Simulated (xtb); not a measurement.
## Run report: C2H10Ge2S, single-point calculation

C2H10Ge2S, SMILES CS[CH]([GeH3])[GeH3], computed with GFN2-xTB (xtb 6.7.1).

The geometry comes from this level: GFN2-xTB.

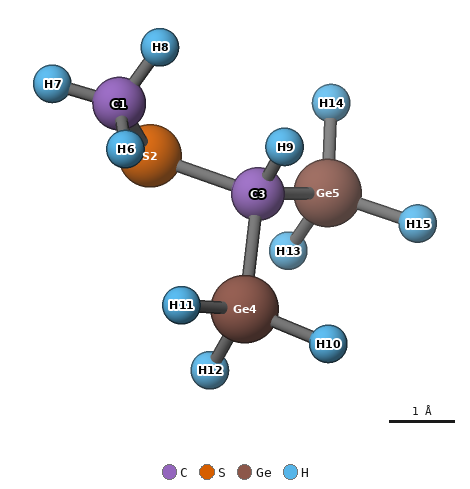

*The structure as given in the input (ball-and-stick view, seen at a tilt; atoms are numbered from 1 in the order of the input). Sticks mark near contacts.*

Bond lengths as drawn: C–Ge 1.97 Å, C–H 1.09 Å, C–S 1.81 to 1.83 Å and Ge–H 1.49 to 1.50 Å.

### Input file (mol.coord)
```
$coord
     -2.057911749717     -4.181548174049     -0.585153694490  c
     -2.032211474423     -0.986493728838     -1.821185758086  s
     -0.063305825175      0.541878966236      0.579182159937  c
      3.482481788767      0.195832318295     -0.494333456941  ge
     -1.244894879120      4.065632373565      0.821274973762  ge
     -0.125855759900     -4.833919426793     -0.324277002986  h
     -3.015341490759     -5.348265083393     -1.973233122073  h
     -3.084694439533     -4.219607258199      1.193607712097  h
     -0.440325084299     -0.414587014482      2.364878861402  h
      5.296864532804      1.185047252753      1.445470409987  h
      4.097757717684     -2.529681876730     -0.956409288934  h
      3.867778048317      1.588654958450     -2.910197129185  h
     -0.978708057205      5.361814419707     -1.664206208913  h
     -3.966157190365      4.087779963745      1.576050485199  h
      0.264504965664      5.487481206995      2.748493264701  h
$end
```

Hardware: 1 thread of Intel Xeon @ 2.50GHz (Skylake/Cascade Lake), 189 GiB of memory available, shared host.

Run as:
```bash
xtb --sp -c 0 --gfn 2 --iterations 12 -- mol.coord > mol.out
```

### The program's output
```
* xtb version 6.7.1
   ID    Z sym.   atoms
    1    6 c      1, 3
    2   16 s      2
    3   32 ge     4, 5
    4    1 h      6-15

           -------------------------------------------------
          |                Calculation Setup                |
           -------------------------------------------------

          program call               : xtb --sp -c 0 --gfn 2 --iterations 12 -- mol.coord
          coordinate file            : mol.coord
          omp threads                :                     1

           -------------------------------------------------
          |                 G F N 2 - x T B                 |
           -------------------------------------------------

      * Hamiltonian:
        H0-scaling (s, p, d)           1.850000    2.230000    2.230000
        zeta-weighting                 0.500000
      * Dispersion:
        s8                             2.700000
        a1                             0.520000
        a2                             5.000000
        s9                             5.000000
      * Repulsion:
        kExp                           1.500000    1.000000
        rExp                           1.000000
      * Coulomb:
        alpha                          2.000000
        third order                    shell-resolved
        anisotropic                    true
        a3                             3.000000
        a5                             4.000000
        cn-shift                       1.200000
        cn-exp                         4.000000
        max-rad                        5.000000

          ...................................................
          :                      SETUP                      :
          :.................................................:
          :  # basis functions                  48          :
          :  # atomic orbitals                  45          :
          :  # shells                           23          :
          :  # electrons                        32          :
          :  max. iterations                    12          :
          :  Hamiltonian                  GFN2-xTB          :
          :  restarted?                      false          :
          :  GBSA solvation                  false          :
          :  PC potential                    false          :
          :  electronic temp.          300.0000000     K    :
          :  accuracy                    1.0000000          :
          :  -> integral cutoff          0.2500000E+02      :
          :  -> integral neglect         0.1000000E-07      :
          :  -> SCF convergence          0.1000000E-05 Eh   :
          :  -> wf. convergence          0.1000000E-03 e    :
          :  Broyden damping             0.4000000          :
          :  net charge                          0          :
          :  unpaired electrons                  0          :
          ...................................................

 iter      E             dE          RMSdq      gap      omega  full diag
   1    -16.4997152 -0.164997E+02  0.577E+00    4.77       0.0  T
   2    -16.5338434 -0.341281E-01  0.704E+00    4.23       1.0  T
   3    -16.5462666 -0.124233E-01  0.649E+00    4.24       1.0  T
   4    -16.5587569 -0.124903E-01  0.216E+00    4.03       1.0  T
   5    -16.5726015 -0.138446E-01  0.731E-01    4.05       1.0  T
   6    -16.5735864 -0.984892E-03  0.207E-01    4.08       1.0  T
   7    -16.5736992 -0.112780E-03  0.103E-01    4.09       1.0  T
   8    -16.5737116 -0.124173E-04  0.381E-02    4.09       1.0  T
   9    -16.5737136 -0.198446E-05  0.195E-02    4.09       1.3  T
  10    -16.5737141 -0.549452E-06  0.735E-03    4.09       3.5  T
  11    -16.5737141 -0.439903E-07  0.277E-03    4.09       9.3  T
  12    -16.5737142 -0.839536E-08  0.584E-04    4.09      44.2  T

   *** convergence criteria satisfied after 12 iterations ***

         #    Occupation            Energy/Eh            Energy/eV
      -------------------------------------------------------------
         1        2.0000           -0.7116706             -19.3655
       ...           ...                  ...                  ...
        10        2.0000           -0.4585253             -12.4771
        11        2.0000           -0.4496300             -12.2351
        12        2.0000           -0.4460128             -12.1366
        13        2.0000           -0.4404687             -11.9858
        14        2.0000           -0.4322271             -11.7615
        15        2.0000           -0.4263414             -11.6013
        16        2.0000           -0.3556989              -9.6791 (HOMO)
        17                         -0.2055454              -5.5932 (LUMO)
        18                         -0.1594272              -4.3382
        19                         -0.1341779              -3.6512
        20                         -0.1263344              -3.4377
        21                         -0.1202709              -3.2727
       ...                                ...                  ...
        45                          1.3696917              37.2712
      -------------------------------------------------------------
                  HL-Gap            0.1501535 Eh            4.0859 eV
             Fermi-level           -0.2806222 Eh           -7.6361 eV

 SCC (total)                   0 d,  0 h,  0 min,  0.098 sec
 SCC setup                      ...        0 min,  0.000 sec (  0.181%)
 Dispersion                     ...        0 min,  0.000 sec (  0.156%)
 classical contributions        ...        0 min,  0.000 sec (  0.042%)
 integral evaluation            ...        0 min,  0.017 sec ( 17.640%)
 iterations                     ...        0 min,  0.045 sec ( 45.762%)
 molecular gradient             ...        0 min,  0.035 sec ( 35.887%)
 printout                       ...        0 min,  0.000 sec (  0.301%)

         :::::::::::::::::::::::::::::::::::::::::::::::::::::
         ::                     SUMMARY                     ::
         :::::::::::::::::::::::::::::::::::::::::::::::::::::
         :: total energy             -16.437297706609 Eh    ::
         :: gradient norm              0.000426477338 Eh/a0 ::
         :: HOMO-LUMO gap              4.085884730586 eV    ::
         ::.................................................::
         :: SCC energy               -16.573680012757 Eh    ::
         :: -> isotropic ES            0.000503220302 Eh    ::
         :: -> anisotropic ES          0.001625950384 Eh    ::
         :: -> anisotropic XC          0.009687798515 Eh    ::
         :: -> dispersion             -0.011606600479 Eh    ::
         :: repulsion energy           0.136382306148 Eh    ::
         :: add. restraining           0.000000000000 Eh    ::
         :: total charge              -0.000000000000 e     ::
         :::::::::::::::::::::::::::::::::::::::::::::::::::::

           -------------------------------------------------
          |                Property Printout                |
           -------------------------------------------------

    * Orbital Energies and Occupations

         #    Occupation            Energy/Eh            Energy/eV
      -------------------------------------------------------------
         1        2.0000           -0.7116706             -19.3655
       ...           ...                  ...                  ...
         4        2.0000           -0.6081794             -16.5494
         5        2.0000           -0.5666956             -15.4206
         6        2.0000           -0.5081672             -13.8279
         7        2.0000           -0.5048259             -13.7370
         8        2.0000           -0.4957327             -13.4896
         9        2.0000           -0.4621077             -12.5746
        10        2.0000           -0.4585253             -12.4771
        11        2.0000           -0.4496300             -12.2351
        12        2.0000           -0.4460128             -12.1366
        13        2.0000           -0.4404687             -11.9858
        14        2.0000           -0.4322271             -11.7615
        15        2.0000           -0.4263414             -11.6013
        16        2.0000           -0.3556989              -9.6791 (HOMO)
        17                         -0.2055454              -5.5932 (LUMO)
        18                         -0.1594272              -4.3382
        19                         -0.1341779              -3.6512
        20                         -0.1263344              -3.4377
        21                         -0.1202709              -3.2727
        22                         -0.1085125              -2.9528
        23                         -0.0910562              -2.4778
        24                         -0.0719569              -1.9580
        25                         -0.0160820              -0.4376
        26                         -0.0031201              -0.0849
        27                          0.0106436               0.2896
       ...                                ...                  ...
        45                          1.3696917              37.2712
      -------------------------------------------------------------
                  HL-Gap            0.1501535 Eh            4.0859 eV
             Fermi-level           -0.2806222 Eh           -7.6361 eV

     #   Z          covCN         q      C6AA      α(0)
     1   6 c        3.744    -0.044    21.438     6.605
     2  16 s        2.263    -0.213   150.152    20.624
     3   6 c        3.666    -0.063    21.981     6.723
     4  32 ge       3.927     0.111   169.368    23.353
     5  32 ge       3.946     0.110   169.381    23.354
     6   1 h        0.925     0.051     2.312     2.378
     7   1 h        0.925     0.058     2.221     2.330
     8   1 h        0.925     0.046     2.369     2.407
     9   1 h        0.925     0.027     2.633     2.538
    10   1 h        0.938    -0.022     3.460     2.908
    11   1 h        0.938    -0.022     3.459     2.908
    12   1 h        0.940    -0.010     3.228     2.809
    13   1 h        0.940    -0.006     3.162     2.780
    14   1 h        0.939    -0.006     3.168     2.783
    15   1 h        0.938    -0.017     3.368     2.869

 Mol. C6AA /au·bohr⁶  :       4157.030448
 Mol. C8AA /au·bohr⁸  :     196931.616838
 Mol. α(0) /au        :        107.369173

Wiberg/Mayer (AO) data.
largest (>0.10) Wiberg bond orders for each atom

 ---------------------------------------------------------------------------
     #   Z sym  total        # sym  WBO       # sym  WBO       # sym  WBO
 ---------------------------------------------------------------------------
     1   6 c    3.980 --     2 s    1.006     8 h    0.985     7 h    0.980
                             6 h    0.977
     2  16 s    2.137 --     1 c    1.006     3 c    1.003
     3   6 c    3.956 --     2 s    1.003     9 h    0.956     4 ge   0.865
                             5 ge   0.858
     4  32 ge   3.510 --    12 h    0.867     3 c    0.865    11 h    0.857
                            10 h    0.855
     5  32 ge   3.485 --    13 h    0.866    15 h    0.858     3 c    0.858
                            14 h    0.857
     6   1 h    0.997 --     1 c    0.977
     7   1 h    0.996 --     1 c    0.980
     8   1 h    0.998 --     1 c    0.985
     9   1 h    0.999 --     3 c    0.956
    10   1 h    0.999 --     4 ge   0.855
    11   1 h    0.997 --     4 ge   0.857
    12   1 h    1.000 --     4 ge   0.867
    13   1 h    1.000 --     5 ge   0.866
    14   1 h    0.997 --     5 ge   0.857
    15   1 h    0.997 --     5 ge   0.858
 ---------------------------------------------------------------------------

Topologies differ in total number of bonds
Writing topology from bond orders to xtbtopo.mol

molecular dipole:
                 x           y           z       tot (Debye)
 q only:        0.228      -0.068       0.371
   full:        0.139      -0.510       0.620       2.072
molecular quadrupole (traceless):
                xx          xy          yy          xz          yz          zz
 q only:       -1.306       0.637       3.664      -1.423      -0.012      -2.358
  q+dip:       -3.005       3.336       2.843      -1.748      -1.308       0.162
   full:       -2.622       2.347       3.973      -1.894      -0.872      -1.351

           -------------------------------------------------
          | TOTAL ENERGY              -16.437297706609 Eh   |
          | GRADIENT NORM               0.000426477338 Eh/α |
          | HOMO-LUMO GAP               4.085884730586 eV   |
           -------------------------------------------------

------------------------------------------------------------------------
------------------------------------------------------------------------
 total:
 *  cpu-time:     0 d,  0 h,  0 min,  0.058 sec
 * ratio c/w:     0.303 speedup
 SCF:
 *  cpu-time:     0 d,  0 h,  0 min,  0.032 sec
 * ratio c/w:     0.324 speedup
```

### Standard error
```
normal termination of xtb
```

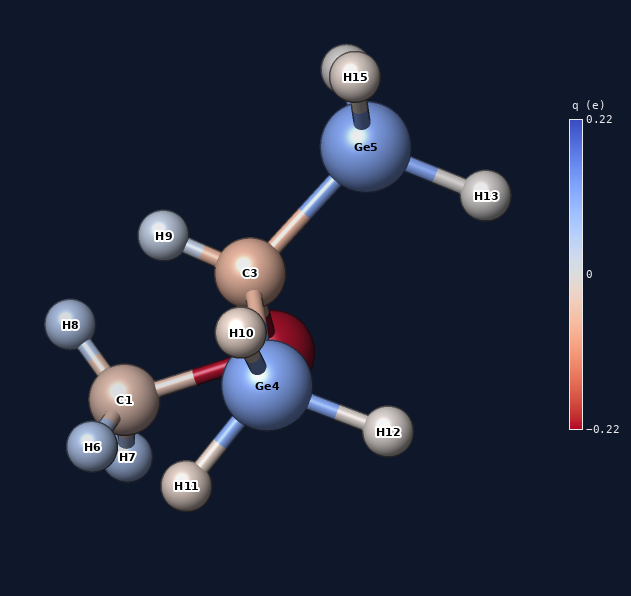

*Mulliken charges, as the colour of each atom (ball-and-stick view, seen at a tilt; atoms are numbered from 1 in the order of the input).*

By element: C −0.06 to −0.04, S −0.21, Ge +0.11 and H −0.02 to +0.06 e.

### Results in brief

```json
{"quantity": "outcome", "value": "converged"}
{"quantity": "electrons treated", "value": "32"}
{"quantity": "total energy", "value": "−16.437298 hartree"}
{"quantity": "dispersion energy", "value": "−0.011607 hartree"}
{"quantity": "basis functions", "value": "48"}
{"quantity": "HOMO", "value": "−9.68 eV"}
{"quantity": "LUMO", "value": "−5.59 eV"}
{"quantity": "dipole moment", "value": "2.07 D"}
{"quantity": "peak memory", "value": "0.071 GiB"}
```

### Notes

Settings chosen away from the usual ones: method = gfn2-xtb; task = energy; x = {"max_iter": 12}.
